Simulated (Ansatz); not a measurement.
Input file:

```
crystal:
  lattice:
    - [0.0, 5.3517386499, 3.2361316148]
    - [4.2129693616, 0.0, 3.2361316148]
    - [4.2129693616, 5.3517386499, 0.0]
  atoms:
    - { symbol: Nb, position: [0.5086038813, 0.7901856517, 0.2098143483] }
    - { symbol: Nb, position: [0.7901856517, 0.5086038813, 0.4913961187] }
    - { symbol: Sb, position: [0.3008803476, 0.3008803476, 0.6991196524] }
    - { symbol: Sb, position: [0.9198507982, 0.9198507982, 0.5801492018] }
    - { symbol: Sb, position: [0.4198507982, 0.4198507982, 0.0801492018] }
    - { symbol: F, position: [0.8684841528, 0.8684841528, 0.1315158472] }
basis:
  ecutwfc: 420
kpoints:
  mp_grid: { grid: [8, 8, 8] }
hamiltonian:
  xc: pbe
scf:
  occupations: { method: gaussian, width: 0.1 }
output:
  forces: true
  stress: true
  eigenvalues: true
  write_density: true
  write_potential: true
  elf: true
  volumetric_format: npy
relax:
  adjacent_minimum: "off"
  f_tol: 0.01
  max_steps: 80
  cell: { stress_tol: 0.05 }
```

Launched as:

```sh
ansatz run input.yaml --threads 1 --pin off --max-ram 2560MiB --backend cpu --events-out ev --progress --plain --runs-dir out
```

Below, planes, directions and counts refer to the conventional cell (a = 8.42 Å, b = 10.76 Å, c = 6.46 Å, α = 90.00°, β = 90.00°, γ = 90.00°).

The fields are those of the relaxed geometry.

Space group Fmm2; a generated structure, not necessarily the stable one.

The calculation used Ansatz 0.2.0, DFT PBE, scalar-relativistic, plane waves, PAW.

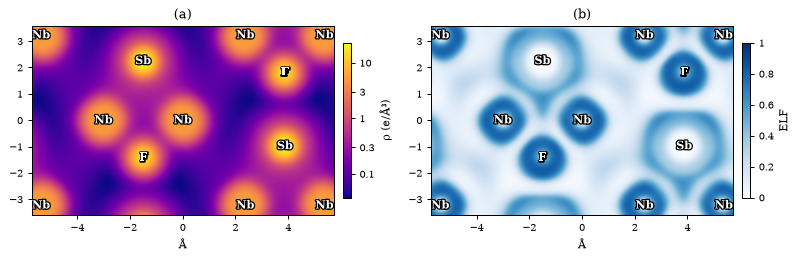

Nb₂Sb₃F. (a) valence electron density; (b) electron localisation function on the (100) plane of the conventional cell.

Core electrons are frozen (PAW), and the valence fields are smoothed inside the atomic spheres.

Read the bonding off the picture.

- Atoms in the plane: Nb, Sb and F.
- Nb–F (2.07 Å): the density is about 0.62 e/Å³ at the midpoint; the ELF peaks at about 0.80 in the valence shell of F, 0.6 Å from its nucleus, and drops to about 0.10 between the two atoms: no localised pair shows between them.
- Nb–Sb (2.71 Å): the density is about 0.43 e/Å³ at the midpoint; the ELF is about 0.45 at the midpoint.
- Nb–Nb (3.01 Å): ρ at the midpoint is about 0.27 e/Å³; the ELF is about 0.30 at the midpoint; no localised pair shows between them.
- Between the atoms the lowest density in this plane is 0.04 e/Å³.
- The features right at Nb lie inside the PAW spheres, where the map follows smoothed inner orbitals and isn't to be read closely.
